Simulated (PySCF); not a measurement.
**C2H4O2P2 (SMILES [H]/P=P\C(=O)OC): density, localisation and related maps**

The calculation's input:

```
{"job": {"kind": "nmr", "xc": "PBE0", "basis": "pcSseg-1", "pop": false}, "charge": 0, "multiplicity": 1}
C     -1.830576    -0.545752     0.228207
O     -0.767609     0.081215    -0.481653
C      0.446958     0.014112     0.051060
O      0.688973    -0.195184     1.213288
P      1.672813     0.033155    -1.343169
P      3.419499    -0.182846    -0.329768
H     -1.644970    -1.619013     0.293879
H     -1.917736    -0.134387     1.236237
H     -2.733541    -0.348824    -0.343674
H      2.866183    -0.145752     0.961870
```

Launched as:

```sh
OMP_NUM_THREADS=1 python probes_run.py task.json out
```

Geometry: GFN2-xTB, dihedral held.

Theory: PySCF 2.14.0, PBE0/pcSseg-1, SCF density, gas phase, non-relativistic.

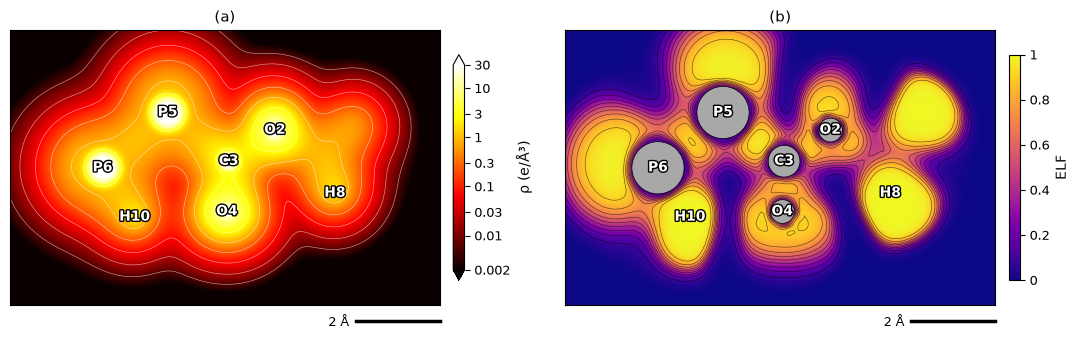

Figure 1. (a) electron density; (b) electron localisation function on the plane of atoms O2, C3 and P5. Grey discs cover the atomic cores in the ELF map.

What do the fields say about this system?

The plane passes through O, C, P and H nuclei.
C–O (1.21 Å): ρ is about 3.3 e/Å³ halfway; the ELF peaks at about 0.85 between the atoms (a short, multiple covalent bond).
C–P (1.86 Å): ρ is about 1.1 e/Å³ halfway; the ELF peaks at about 0.95 between the atoms: a covalent bond.
P–P (2.03 Å): ρ is about 1 e/Å³ halfway; the ELF peaks at about 0.90 between the atoms, as expected for a covalent bond.
C–O (1.33 Å): ρ is about 2.5 e/Å³ halfway; the ELF peaks at about 0.90 between the atoms: a polar covalent bond.
P–H (1.41 Å): ρ is about 1.1 e/Å³ halfway; the ELF climbs to about 1 towards the hydrogen, as it does in any bond to H.
The ELF also peaks beside O4, P6, O2 and P5, away from the bonds: lone-pair regions.

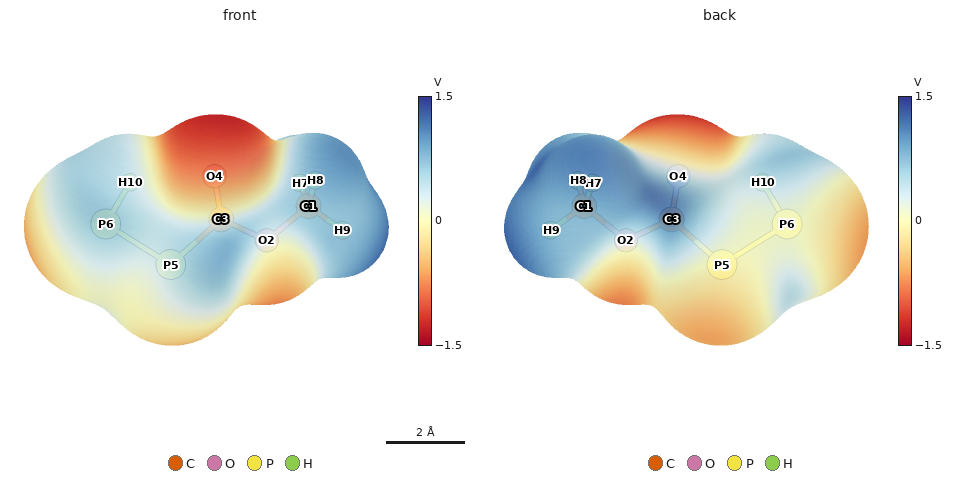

Figure 2. The electrostatic potential painted on the density surface at 0.002 e/bohr³, seen from the front and from behind; red is negative and blue positive.

Which sites attract a positive test charge, and which a negative one?

A positive charge is drawn to the negative regions and a negative charge to the positive ones. The most negative region (about −1.3 V) lies over O4, the most positive (about +1.2 V) over C1, C3 and H9. O4 is the likeliest acceptor of a hydrogen bond.

What dipole moment does the calculation give?

Its dipole moment is 2.33 D.

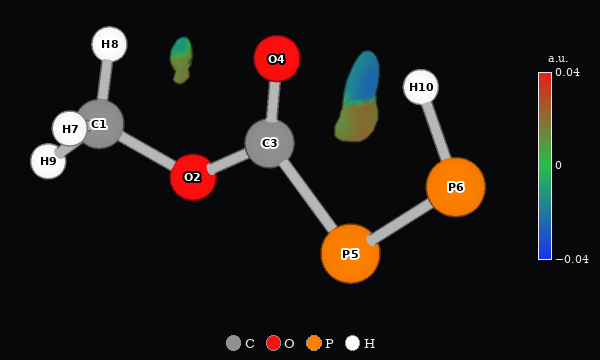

Figure 3. Non-covalent interaction (NCI) plot: the surface where the reduced density gradient is 0.5, for densities under 0.05 a.u., coloured by sign(λ₂)ρ; seen at an oblique angle.

Which non-covalent interactions does the plot reveal?

- H10···O4 (2.2 Å): a weak contact, attractive (blue-green) on one side and crowded (olive to red) on the other
- Between C1 and H8 on one side and O4 and C3 on the other: a weak contact (green)
